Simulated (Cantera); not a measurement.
Feed: 1 mol BF3, 14 mol H2O, 2.4 mol N2, at 752 °C.

Cantera equilibrium calculation (NASA polynomials, part measured and part estimated; ideal gas, pure solids and liquids). Candidate condensed phases: B, BN, B2O3, B3O3H3, H2O; 62 gas species. Gases not in the tables: H3BO3. Rates play no part.

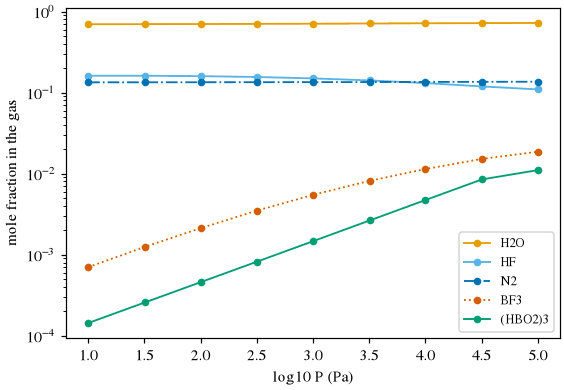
Fig. 1. Equilibrium gas composition (values under 1e-9 drawn at 1e-9)

From 10.0 Pa to 32000 Pa the condensed part is B2O3(l). At 100000 Pa nothing is condensed.
